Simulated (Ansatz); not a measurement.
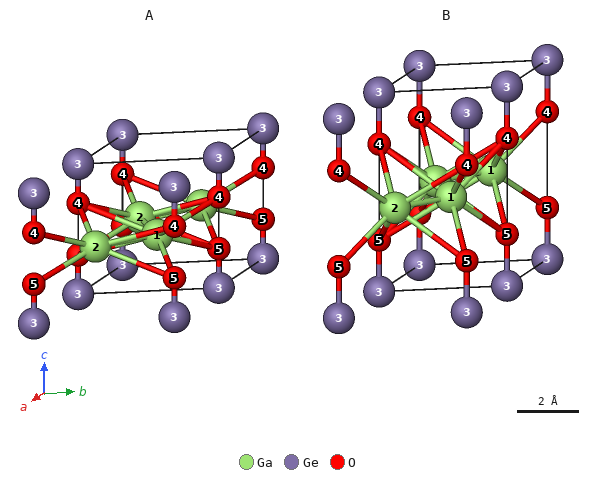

Two geometries of crystalline Ga₂GeO₂ (a generated structure, set up in P6/mmm) (coarse preliminary run), drawn at one scale. One is the start of a relaxation, the other its converged end. The picture is a ball-and-stick view of the cell of the calculation, repeated 2 × 1 × 1 with one cell outlined, seen slightly off an axis.

The calculation used DFT PBE, scalar-relativistic, plane waves, PAW (Ansatz). Set-up: plane-wave cutoff 420 eV; k-point mesh 6 × 6 × 4; occupations gaussian; smearing width 0.1 eV; no spin polarisation; cell and atoms relaxed; force threshold 0.04 eV/Å; at most 70 steps.

Which one is relaxed?

Answer. Structure B is the relaxed one. The energy falls by 11.572 eV per cell of the calculation in 16 accepted moves (19 points after the start). Largest force component: 26 eV/Å at the start, 0.00038 eV/Å at the end. The pressure goes from 70.36 to 0.01 GPa. The SCF was repeated 3 times at an unchanged geometry on a basis and grid sized afresh for the cell, which shifted the energy by 0.515 eV per cell of the calculation at most. The largest moves relative to the cell, 0.29 Å, are those of O4 and O5. O5 goes along −c. Ga and Ge stay in place. The volume changes by +26.5 %, with a = b 4.773 → 4.340 Å (−9.1 %), c 4.424 → 6.769 Å (+53.0 %). Some distances before and after: O4–O5 1.757 → 3.262 Å, Ge3–O4 1.334 → 1.753 Å, Ga1–Ga2 2.756 → 2.506 Å, Ga1–O4 2.893 → 2.990 Å. The space group stays P6/mmm (No. 191). Cost: 3.2 min on 1 thread of Intel(R) Xeon(R) Processor @ 2.50GHz (Skylake/Cascade Lake) (shared host), peak memory 0.44 GiB.

Limits of the set-up: layers or molecules are held without a dispersion correction, so their spacing is unreliable.
